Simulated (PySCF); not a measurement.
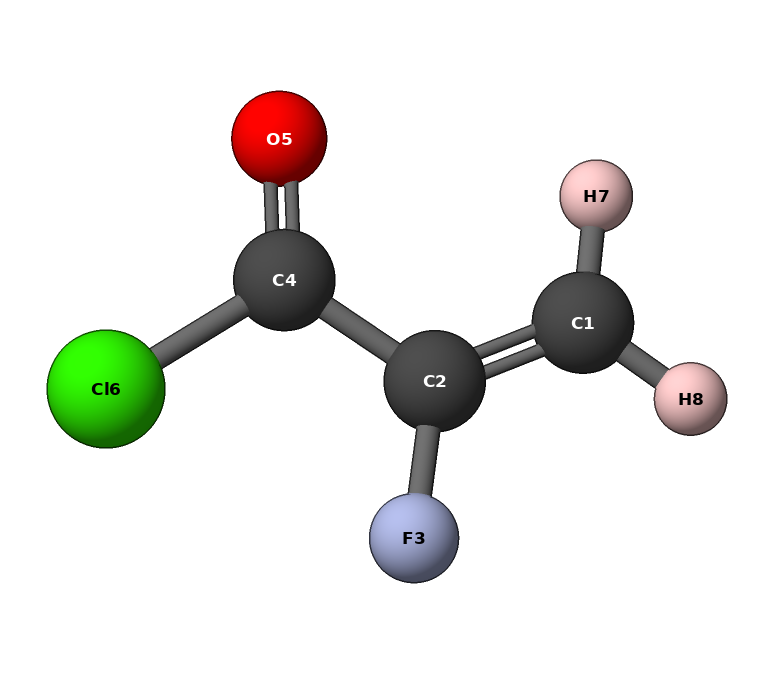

The questions are on isotropic NMR shieldings of the C atoms. The geometry was computed by an optimisation with GFN2-xTB. No frequency run is at hand to confirm it as a minimum. Level of theory: GIAO PBE0/pcSseg-1 NMR shielding, non-relativistic, gas phase (PySCF 2.14.0).

List the isotropic NMR shieldings of the C atoms.

```
atom  σ (ppm)
  C1     72.5
  C2     23.8
  C4     13.8
```
